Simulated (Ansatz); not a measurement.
## Decaying states in the gap of Al3GaAs4

A new crystal, Al3GaAs4: structure, gap and complex bands. It is built by putting As for N in the Al3GaN4 structure of space group P-43m, with the volume rescaled by atomic radii. The parent structure comes from the Materials Project.

Main program and level: Ansatz 0.2.0; r2SCAN DFT, plane waves, PAW files, in the first sound run; inputs show where later runs differ.

The structure was built from a prototype and need not be the compound's stable phase.

**1. Set-up**

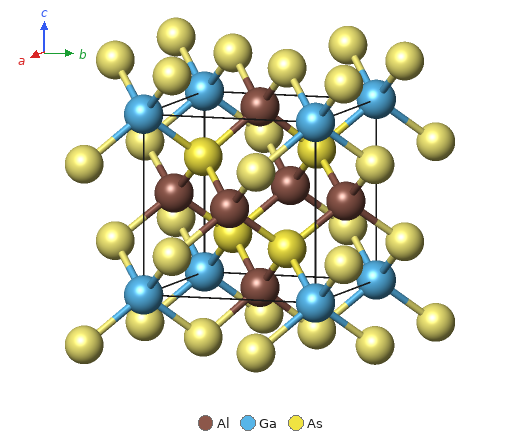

The starting structure, seen slightly off an axis (aluminium brown, gallium blue, arsenic yellow). Some periodic images of atoms are drawn too.

Structure file:

```cif
data_structure
_symmetry_space_group_name_H-M 'P-43m'
_symmetry_Int_Tables_number 215
_cell_length_a 4.9804
_cell_length_b 4.9804
_cell_length_c 4.9804
_cell_angle_alpha 90.000
_cell_angle_beta 90.000
_cell_angle_gamma 90.000
_cell_volume 123.54
loop_
_atom_site_label
_atom_site_type_symbol
_atom_site_symmetry_multiplicity
_atom_site_Wyckoff_symbol
_atom_site_fract_x
_atom_site_fract_y
_atom_site_fract_z
_atom_site_occupancy
Al1 Al 3 c 0.50000 0.50000 0.00000 1
Ga1 Ga 1 a 0.00000 0.00000 0.00000 1
As1 As 4 e 0.74416 0.74416 0.25584 1
```

**2. Relaxing the new crystal**

The substituted atoms don't fit the parent's cell, so cell and atoms relax together. A small smearing keeps the run stable in case the gap closes on the way.

File input.yaml:

```yaml
crystal:
  lattice:
    - [4.9804090537, 0.0, 0.0]
    - [0.0, 4.9804090537, 0.0]
    - [0.0, 0.0, 4.9804090537]
  atoms:
    - { symbol: Al, position: [0.5, 0.5, 0.0] }
    - { symbol: Al, position: [0.5, 0.0, 0.5] }
    - { symbol: Al, position: [0.0, 0.5, 0.5] }
    - { symbol: Ga, position: [0.0, 0.0, 0.0] }
    - { symbol: As, position: [0.74416343, 0.74416343, 0.25583657] }
    - { symbol: As, position: [0.74416343, 0.25583657, 0.74416343] }
    - { symbol: As, position: [0.25583657, 0.74416343, 0.74416343] }
    - { symbol: As, position: [0.25583657, 0.25583657, 0.25583657] }
kpoints:
  mp_grid: { grid: [4, 4, 4] }
scf:
  occupations: { method: gaussian, width: 0.03 }
hamiltonian:
  xc: r2scan
output:
  forces: true
  stress: true
relax:
  f_tol: 0.02
  max_steps: 60
  cell: {}
```

Command:

```console
ansatz run input.yaml --threads 2 --pin off --max-ram 4096MiB --backend cpu --events-out ev --progress --plain --runs-dir out
```

Numbers of over 12 decimals in the logs are rounded to 6 here.

Log:

```text
Engine: ansatz 0.2.0, x86_64-unknown-linux-gnu
Pseudopotentials: kind: paw
Pseudopotential: Al, paw, valence charge 3, recommended cutoff 500 eV (meta_gga), Al.paw.azcp
Pseudopotential: Ga, paw, valence charge 13, recommended cutoff 500 eV (meta_gga), Ga.paw.azcp
Pseudopotential: As, paw, valence charge 15, recommended cutoff 500 eV (meta_gga), As.paw.azcp
Functional definition: r2SCAN
  parameter k0 = 0.174
  parameter k1 = 0.065
  parameter a1 = 4.9479
  exchange = r2scan_x(k0 = k0, k1 = k1, a1 = a1)
  correlation = r2scan_c
Crystal: 8 atoms, lattice volume = 123.536 Å³
Basis set: ecut = 500 eV, 3119 PW (Γ), exchange–correlation on 160×160×160 points (64 copies of the dense FFT grid, shifted against one another)
Bands: 50, of which v1, the nominal top of the filled ones, is band 41 counted from 1 (40 counted from 0)
Symmetry: 24 space group operations
Space group: P-43m (ITA 215), of the structure as read, at distance tolerance 5.0e-5 Å
k-points: 10 of 64 (time reversal used)
Non-local potential: Al, projectors of the file, l = 0: 2, l = 1: 2, l = 2: 1
Non-local potential: Ga, projectors of the file, l = 0: 2, l = 1: 2, l = 2: 3, l = 3: 1
Non-local potential: As, projectors of the file, l = 0: 2, l = 1: 2, l = 2: 3, l = 3: 1
PAW form: soft (Blöchl's): semilocal exchange-correlation on the pseudo side does not see the compensation charge
PAW frozen core: Al, regenerated for the run's functional (the file was generated under x = pbe(κ = 0.804, μ = 0.219515), c = pbe(β = 0.066725))
PAW frozen core: Ga, regenerated for the run's functional (the file was generated under x = pbe(κ = 0.804, μ = 0.219515), c = pbe(β = 0.066725))
PAW frozen core: As, regenerated for the run's functional (the file was generated under x = pbe(κ = 0.804, μ = 0.219515), c = pbe(β = 0.066725))
PAW one-centre angular grid: Al, 302 points (default); XC on 160 Gauss nodes
PAW one-centre angular grid: Ga, 590 points (default); XC on 160 Gauss nodes
PAW one-centre angular grid: As, 590 points (default); XC on 160 Gauss nodes
Initial density: superposition of atomic densities (neutral atoms: chi_scale 0, normalization atom), corrected by the library's trained network
Initial wavefunctions: pseudopotential atomic-orbital guess
Functional: x = r2scan, c = r2scan; τ floored in thin density (d = 2e-4 eV/Å³)
SCF iter   1: F=—  HF=-24865.362213 eV  |F-HF|=—  |Δ(HF+E_count)|=         —  Δρ=6.33e-3  dr2=5.70e-2  dr2_τ=1.28e-1  ethr=1.77e-3  ⟨swp⟩=8.9  Hψ=2189  notcnv=0  defer=1
preconditioner: auto → Resta (q_TF=auto, 2.548 Å⁻¹)  ε∞=3.6  [insulator: Δε(μ)=1.246 eV  Ē_g=13.400 eV  σ=0.030 eV  W_gap=1.00  n_scr=32 (ndim 8)  ℏωp=21.7 eV  f_vac=0.000  D(μ)=0.00/eV (n_scr^D=0)  ε∞_Penn≈3.6]
SCF iter   2: F=—  HF=-24865.563057 eV  |F-HF|=—  |Δ(HF+E_count)|=   2.01e-1  Δρ=3.58e-3  dr2=1.82e-2  dr2_τ=2.40e-4  ethr=6.96e-5  ⟨swp⟩=3.0  Hψ=1090  notcnv=0  defer=40
SCF iter   3: F=—  HF=-24865.560056 eV  |F-HF|=—  |Δ(HF+E_count)|=   3.00e-3  Δρ=2.10e-3  dr2=6.28e-3  dr2_τ=7.28e-5  ethr=2.23e-5  ⟨swp⟩=2.0  Hψ=720  notcnv=0  defer=30
automatic band count: iteration 3 solves 49 bands in place of 50: the levels show a gap, and the empty bands left out lie too high to hold charge; the band table lists the bands solved (type scf.n_extra_bands for more)
SCF iter   4: F=—  HF=-24865.559107 eV  |F-HF|=—  |Δ(HF+E_count)|=   9.49e-4  Δρ=4.29e-4  dr2=9.63e-5  dr2_τ=3.84e-6  ethr=7.66e-6  ⟨swp⟩=2.0  Hψ=720  notcnv=0  defer=30
SCF iter   5: F=—  HF=-24865.559031 eV  |F-HF|=—  |Δ(HF+E_count)|=   7.56e-5  Δρ=1.68e-4  dr2=2.78e-5  dr2_τ=9.85e-7  ethr=1.17e-7  ⟨swp⟩=2.0  Hψ=870  notcnv=0  defer=30
SCF iter   6: F=—  HF=-24865.559026 eV  |F-HF|=—  |Δ(HF+E_count)|=   5.32e-6  Δρ=6.49e-5  dr2=4.49e-6  dr2_τ=1.10e-7  ethr=3.39e-8  ⟨swp⟩=2.0  Hψ=670  notcnv=0  defer=30
SCF iter   7: F=—  HF=-24865.559027 eV  |F-HF|=—  |Δ(HF+E_count)|=   8.77e-7  Δρ=1.51e-5  dr2=2.95e-7  dr2_τ=3.02e-9  ethr=5.47e-9  ⟨swp⟩=2.0  Hψ=669  notcnv=0  defer=30
SCF iter   8: F=-24865.559027 eV  HF=-24865.559027 eV  |F-HF|=4.58e-10  |Δ(HF+E_count)|=   8.89e-8  Δρ=2.33e-6  dr2=7.91e-9  dr2_τ=1.25e-10  ethr=1.22e-10  ⟨swp⟩=4.0  Hψ=1667  notcnv=0
SCF 1 converged in 8 iterations: F = -24865.559027 eV  dr2 = 7.91e-9
  greatest PAW one-centre occupation: 0.999 electrons in one spin orbital (limit 2), on the As atom at site 6 (counted from 0), in its partial waves of l = 2
relax step   1: F+E_penalty+E_count = -24865.55902688 eV  Δ(F+E_penalty+E_count) = +0.000e0 eV  max|allowed force component| = 7.171e-1 eV/Å  Δτ_max = 0.0000 Å  P = +66.143 GPa  Ω = 123.536 Å³  (8 SCF iters, dr2 threshold 1.00e-7 eV, accepted)
Crystal: 8 atoms, lattice volume = 142.500 Å³
Basis set: ecut = 500 eV, 3695 PW (Γ), exchange–correlation on 160×160×160 points (64 copies of the dense FFT grid, shifted against one another)
Initial density: handed on by an earlier stage of this run
Initial wavefunctions: those handed on with the density
iter 1 solved again at ethr=1.77e-4 eV; its pass at ethr=3.10e-3 eV (dr2=1.45e-1 eV) is discarded
SCF iter   1: F=—  HF=-24870.835493 eV  |F-HF|=—  |Δ(HF+E_count)|=         —  Δρ=8.78e-3  dr2=1.45e-1  dr2_τ=1.31e-1  ethr=1.77e-4  ⟨swp⟩=2.1  Hψ=3011  notcnv=0
automatic band count: iteration 1 solves 49 bands in place of 50: the levels show a gap, and the empty bands left out lie too high to hold charge; the band table lists the bands solved (type scf.n_extra_bands for more)
preconditioner: auto → Resta (q_TF=auto, 2.488 Å⁻¹)  ε∞=3.6  [insulator: Δε(μ)=1.402 eV  Ē_g=12.448 eV  σ=0.030 eV  W_gap=1.00  n_scr=32 (ndim 8)  ℏωp=20.2 eV  f_vac=0.021  D(μ)=0.00/eV (n_scr^D=0)  ε∞_Penn≈3.6]
SCF iter   2: F=—  HF=-24871.229930 eV  |F-HF|=—  |Δ(HF+E_count)|=   3.94e-1  Δρ=6.12e-3  dr2=6.89e-2  dr2_τ=5.49e-4  ethr=1.76e-4  ⟨swp⟩=3.2  Hψ=810  notcnv=0
SCF iter   3: F=—  HF=-24871.221160 eV  |F-HF|=—  |Δ(HF+E_count)|=   8.77e-3  Δρ=1.27e-3  dr2=2.87e-3  dr2_τ=9.20e-5  ethr=8.40e-5  ⟨swp⟩=3.2  Hψ=810  notcnv=0
SCF iter   4: F=—  HF=-24871.221264 eV  |F-HF|=—  |Δ(HF+E_count)|=   1.04e-4  Δρ=6.45e-4  dr2=4.97e-4  dr2_τ=6.41e-6  ethr=3.50e-6  ⟨swp⟩=2.8  Hψ=941  notcnv=0
SCF iter   5: F=—  HF=-24871.221481 eV  |F-HF|=—  |Δ(HF+E_count)|=   2.17e-4  Δρ=2.54e-4  dr2=7.91e-5  dr2_τ=1.67e-6  ethr=6.07e-7  ⟨swp⟩=2.7  Hψ=929  notcnv=0
SCF iter   6: F=—  HF=-24871.221409 eV  |F-HF|=—  |Δ(HF+E_count)|=   7.21e-5  Δρ=7.48e-5  dr2=6.38e-6  dr2_τ=1.23e-7  ethr=9.65e-8  ⟨swp⟩=3.0  Hψ=948  notcnv=0
SCF iter   7: F=—  HF=-24871.221408 eV  |F-HF|=—  |Δ(HF+E_count)|=   5.35e-7  Δρ=2.97e-5  dr2=1.10e-6  dr2_τ=2.56e-8  ethr=7.79e-9  ⟨swp⟩=2.9  Hψ=942  notcnv=0
[...]
SCF iter   2: F=—  HF=-24873.857963 eV  |F-HF|=—  |Δ(HF+E_count)|=   3.69e-1  Δρ=4.92e-3  dr2=5.81e-2  dr2_τ=3.37e-4  ethr=1.29e-4  ⟨swp⟩=3.7  Hψ=828  notcnv=0
SCF iter   3: F=—  HF=-24873.853834 eV  |F-HF|=—  |Δ(HF+E_count)|=   4.13e-3  Δρ=1.37e-3  dr2=5.49e-3  dr2_τ=1.05e-4  ethr=7.09e-5  ⟨swp⟩=3.7  Hψ=819  notcnv=0
SCF iter   4: F=—  HF=-24873.852861 eV  |F-HF|=—  |Δ(HF+E_count)|=   9.73e-4  Δρ=7.52e-4  dr2=8.53e-4  dr2_τ=8.31e-6  ethr=6.69e-6  ⟨swp⟩=2.3  Hψ=784  notcnv=0  defer=4
SCF iter   5: F=—  HF=-24873.852964 eV  |F-HF|=—  |Δ(HF+E_count)|=   1.03e-4  Δρ=2.79e-4  dr2=1.45e-4  dr2_τ=2.33e-6  ethr=1.04e-6  ⟨swp⟩=2.0  Hψ=689  notcnv=0  defer=4
SCF iter   6: F=—  HF=-24873.852902 eV  |F-HF|=—  |Δ(HF+E_count)|=   6.19e-5  Δρ=8.55e-5  dr2=8.44e-6  dr2_τ=1.39e-7  ethr=1.76e-7  ⟨swp⟩=3.0  Hψ=941  notcnv=0  defer=4
SCF iter   7: F=-24873.852906 eV  HF=-24873.852906 eV  |F-HF|=1.12e-7  |Δ(HF+E_count)|=   3.78e-6  Δρ=1.67e-5  dr2=3.56e-7  dr2_τ=1.04e-8  ethr=9.76e-10  ⟨swp⟩=4.0  Hψ=2649  notcnv=0
SCF 3 converged in 7 iterations: F = -24873.852906 eV  dr2 = 3.56e-7
  greatest PAW one-centre occupation: 0.999 electrons in one spin orbital (limit 2), on the As atom at site 4 (counted from 0), in its partial waves of l = 2
relax step   3: F+E_penalty+E_count = -24873.85290572 eV  Δ(F+E_penalty+E_count) = -2.631e0 eV  max|allowed force component| = 6.223e-2 eV/Å  Δτ_max = 0.0177 Å  P = +10.769 GPa  Ω = 163.309 Å³  energy of the carried Pulay correction = -5.741e-3 eV  (7 SCF iters, dr2 threshold 8.00e-7 eV, accepted)
[...]
relax step   4: F+E_penalty+E_count = -24874.39315770 eV  Δ(F+E_penalty+E_count) = -5.403e-1 eV  max|allowed force component| = 7.308e-4 eV/Å  Δτ_max = 0.0056 Å  P = +2.743 GPa  Ω = 176.631 Å³  energy of the carried Pulay correction = -7.329e-3 eV  (7 SCF iters, dr2 threshold 8.00e-7 eV, accepted)
[...]
relax step   5: F+E_penalty+E_count = -24874.44228277 eV  Δ(F+E_penalty+E_count) = -4.913e-2 eV  max|allowed force component| = 1.148e-2 eV/Å  Δτ_max = 0.0020 Å  P = -0.189 GPa  Ω = 183.127 Å³  energy of the carried Pulay correction = -8.054e-3 eV  (6 SCF iters, dr2 threshold 8.00e-7 eV, accepted)
[...]
relax step   6: F+E_penalty+E_count = -24874.44267287 eV  Δ(F+E_penalty+E_count) = -3.901e-4 eV  max|allowed force component| = 4.887e-4 eV/Å  Δτ_max = 0.0015 Å  P = +0.001 GPa  Ω = 182.663 Å³  energy of the carried Pulay correction = -8.004e-3 eV  (6 SCF iters, dr2 threshold 8.97e-8 eV, accepted)
[...]
relax step   7: F+E_penalty+E_count = -24874.45927987 eV  Δ(F+E_penalty+E_count) = -1.661e-2 eV  max|allowed force component| = 7.714e-4 eV/Å  Δτ_max = 0.0000 Å  P = +0.076 GPa  Ω = 182.663 Å³  stress off target by 7.60e-2 GPa  SCF on the basis re-selected at this cell (its energy is not comparable with the rows above)  (8 SCF iters)
[...]
relax step   8: F+E_penalty+E_count = -24874.45930482 eV  Δ(F+E_penalty+E_count) = -2.495e-5 eV  max|allowed force component| = 3.760e-7 eV/Å  Δτ_max = 0.0001 Å  P = +0.002 GPa  Ω = 182.844 Å³  energy of the carried Pulay correction = -1.910e-5 eV  (6 SCF iters, dr2 threshold 1.44e-8 eV, accepted)
iter 1 solved again at ethr=1.33e-7 eV; its pass at ethr=3.10e-3 eV (dr2=1.09e-4 eV) is discarded
SCF iter   1: F=—  HF=-24874.459342 eV  |F-HF|=—  |Δ(HF+E_count)|=         —  Δρ=1.13e-6  dr2=2.67e-9  dr2_τ=5.08e-10  ethr=1.33e-7  ⟨swp⟩=3.0  Hψ=3127  notcnv=0
eigensolver tolerance schedule: the retry pair's looser diagonalisation over-reported the residual by 40996.32 of it (diagonalisation noise at an unbounded share of the residual, at the tolerance the schedule requests for it); recorded, not acted on — ethr = c·dr2/N_el stays at c = 1.0e-1
preconditioner: auto → Resta (q_TF=auto, 2.387 Å⁻¹)  ε∞=3.4  [insulator: Δε(μ)=1.519 eV  Ē_g=11.549 eV  σ=0.030 eV  W_gap=1.00  n_scr=32 (ndim 8)  ℏωp=17.8 eV  f_vac=0.018  D(μ)=0.00/eV (n_scr^D=0)  ε∞_Penn≈3.4]
SCF iter   2: F=—  HF=-24874.459335 eV  |F-HF|=—  |Δ(HF+E_count)|=   7.80e-6  Δρ=1.48e-6  dr2=2.13e-9  dr2_τ=7.44e-11  ethr=3.25e-12  ⟨swp⟩=3.6  Hψ=1166  notcnv=0
SCF iter   3: F=—  HF=-24874.459335 eV  |F-HF|=—  |Δ(HF+E_count)|=  3.20e-10  Δρ=7.55e-7  dr2=5.52e-10  dr2_τ=1.20e-11  ethr=2.59e-12  ⟨swp⟩=2.0  Hψ=600  notcnv=0
SCF iter   4: F=-24874.459335 eV  HF=-24874.459335 eV  |F-HF|=5.46e-11  |Δ(HF+E_count)|=  1.67e-10  Δρ=1.36e-7  dr2=4.36e-11  dr2_τ=1.34e-12  ethr=1.00e-12  ⟨swp⟩=3.0  Hψ=1939  notcnv=0
SCF 9 converged in 4 iterations: F = -24874.459335 eV  dr2 = 4.36e-11
relax step   9: F+E_penalty+E_count = -24874.45933458 eV  Δ(F+E_penalty+E_count) = -2.976e-5 eV  max|allowed force component| = 2.268e-7 eV/Å  Δτ_max = 0.0000 Å  P = +0.002 GPa  Ω = 182.844 Å³  stress off target by 1.55e-3 GPa  SCF on the basis re-selected at this cell (its energy is not comparable with the rows above)  (4 SCF iters)
basis re-selected at this cell: Δ(F+E_penalty+E_count) = -2.976e-5 eV, ΔP = +0.000 GPa vs the last step (what re-selecting the basis moved, of the pressure what is left beyond the Pulay correction that the steps carried, after the strain that the cell walked since its last selection, with what the two solves' SCF thresholds leave and, on support functions, any second-order correction that the steps lacked; it is no m [...]
SCF converged after 4 iterations
Free energy (F): -24874.459335 eV
Harris-Foulkes:  -24874.459335 eV  (|F-HF|=5.46e-11)
Internal energy: -24874.459335 eV  (E = F + TS)
E sigma→0 (E₀):  -24874.459335 eV
Fermi energy:    7.244229 eV
--- Per-component energies (eV) ---
  E_band       = -1180.209576
  E_kinetic    = 598.899001
  E_local      = -10727.045489  (includes V_loc(G=0)·N_el)
  E_nonlocal   = -2223.159005
  E_hartree    = 5598.152923
  E_xc         = -470.097658
  E_vxc        = -490.673325  (∫ρ·V_xc dr)
  E_paw        = -10816.199320  (= ΣΔE_a)
  E_vpaw       = 441.339600  (= ΣTr[D̂ρ^β])
  E_aug_tail   = -0.000065  (compensation charges beyond the density's cutoff)
  E_vtau       = 24.124096  (kinetic-family band-sum trace: ∫τ·v_τ [+ j·A + Jᵃ·Aᵃ] dr)
  E_ewald      = -6828.346696
  E_core_change = -6.663025  (= ΣΔE_core)
  E_smearing   = -0.000000  (= −TS)
  E_closure    = -0.000000  (closes the sum)
  Σ components = -24874.459335   (vs F -24874.459335, Δ=0.00e0)
--- Forces (eV/Å), atoms counted from 1 ---
  atom   1  Al     0.00000000     0.00000000    -0.00000000
  atom   2  Al    -0.00000000    -0.00000000    -0.00000000
  atom   3  Al     0.00000000     0.00000000    -0.00000000
  atom   4  Ga    -0.00000000     0.00000000    -0.00000000
  atom   5  As    -0.00000023    -0.00000023     0.00000023
  atom   6  As    -0.00000023     0.00000023    -0.00000023
  atom   7  As     0.00000023    -0.00000023    -0.00000023
  atom   8  As     0.00000023     0.00000023     0.00000023
  max |Σ_I F_I| component: 3.89e-17 eV/Å
--- Stress (GPa, compression-positive) ---
        0.001549      -0.000000      -0.000000
       -0.000000       0.001549       0.000000
       -0.000000       0.000000       0.001549
  P = ⅓ Tr σ = 0.0015 GPa (0.015 kbar)
--- Relaxed structure (7 steps of the walk, 7 accepted, 2 SCFs on fresh bases) ---
  F+E_penalty+E_count = -24874.45933458 eV   max|allowed force component| = 2.268e-7 eV/Å   (the final SCF, on the basis selected at the relaxed cell)
  cell:  # Å, volume = 182.8443 Å³
    - [5.675801, 0, 0]
    - [0, 5.675801, 0]
    - [0, 0, 5.675801]
  atoms:
    - { symbol: Al, position: [0.5, 0.5, 0] }
    - { symbol: Al, position: [0.5, 0, 0.5] }
    - { symbol: Al, position: [0, 0.5, 0.5] }
    - { symbol: Ga, position: [0, 0, 0] }
    - { symbol: As, position: [0.749594, 0.749594, 0.250406] }
    - { symbol: As, position: [0.749594, 0.250406, 0.749594] }
    - { symbol: As, position: [0.250406, 0.749594, 0.749594] }
    - { symbol: As, position: [0.250406, 0.250406, 0.250406] }
```

Elapsed: 39 s, on 2 threads of Intel Xeon Platinum 8488C (Sapphire Rapids), shared host; peak memory 0.87 GiB; 77 s of CPU time.

Step by step:

```
step  energy less that of the first step (eV)  largest force component (eV/Å)  pressure (GPa)  volume (Å³)
   1                                   0.0000                          0.7171           66.14       123.54
   2                                  -5.6624                          0.2984           31.56       142.50
   3                                  -8.2939                          0.0622           10.77       163.31
   4                                  -8.8341                          0.0007            2.74       176.63
   5                                  -8.8833                          0.0115           -0.19       183.13
   6                                  -8.8836                          0.0005            0.00       182.66
  7*                                  -8.9003                          0.0008            0.08       182.66
   8                                  -8.9003                          0.0000            0.00       182.84
  9*                                  -8.9003                          0.0000            0.00       182.84
```

Relaxation steps marked * repeat the geometry before them on a plane-wave basis chosen anew for their cell, so energy and pressure can jump there.

Forces are held to the 24 operations that the run works with; a distortion that breaks them can't arise in this run.

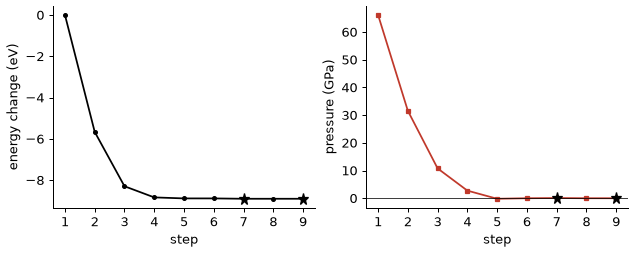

Energy and pressure along the relaxation. Stars mark steps on a basis chosen anew.

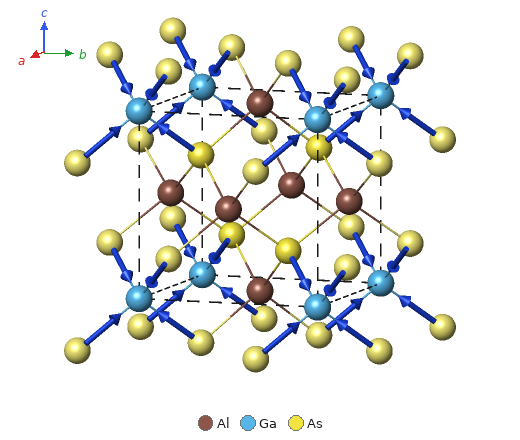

Displacements in the relaxation, exaggerated, measured against the changing cell; the longest in the cell stands for 0.05 Å. Some periodic images of atoms are drawn too.

```
     cell as run  before  after   change
           a (Å)   4.980  5.676  +14.0 %
           b (Å)   4.980  5.676  +14.0 %
           c (Å)   4.980  5.676  +14.0 %
volume (Å³/atom)   15.44  22.86  +48.0 %
```

The atoms that moved most (Å, as changes of fractional coordinates times the final cell):

```
atom      dx      dy      dz  length
 As8  -0.031  -0.031  -0.031   0.053
 As5   0.031   0.031  -0.031   0.053
 As6   0.031  -0.031   0.031   0.053
 As7  -0.031   0.031   0.031   0.053
```

Final coordinates:

```cif
data_structure
_symmetry_space_group_name_H-M 'P 1'
_symmetry_Int_Tables_number 1
_cell_length_a 5.6758
_cell_length_b 5.6758
_cell_length_c 5.6758
_cell_angle_alpha 90.000
_cell_angle_beta 90.000
_cell_angle_gamma 90.000
_cell_volume 182.84
loop_
_atom_site_label
_atom_site_type_symbol
_atom_site_fract_x
_atom_site_fract_y
_atom_site_fract_z
_atom_site_occupancy
Al1 Al 0.50000 0.50000 0.00000 1
Al2 Al 0.50000 0.00000 0.50000 1
Al3 Al 0.00000 0.50000 0.50000 1
Ga4 Ga 0.00000 0.00000 0.00000 1
As5 As 0.74959 0.74959 0.25041 1
As6 As 0.74959 0.25041 0.74959 1
As7 As 0.25041 0.74959 0.74959 1
As8 As 0.25041 0.25041 0.25041 1
```

Numbers from this step:

```yaml
free_energy: -24874.4593 eV
fermi_energy: 7.244 eV
pressure: 0.001549 GPa
```

The largest force component on a free atom ends at 2.3e-7 eV/Å.

[end of part 1 of 2]

[Logs are printed without paths, hosts, clocks, repeated set-up lines and the standing remarks that a program may print on its own settings, such as how far it seeks lower states.]

[Hosts, paths, dates, database ids (printed as entryN), source tags and the programs' standing remarks are cut or masked in the printed files.]

[New means built here by substitution; the compound itself may be known and measured.]
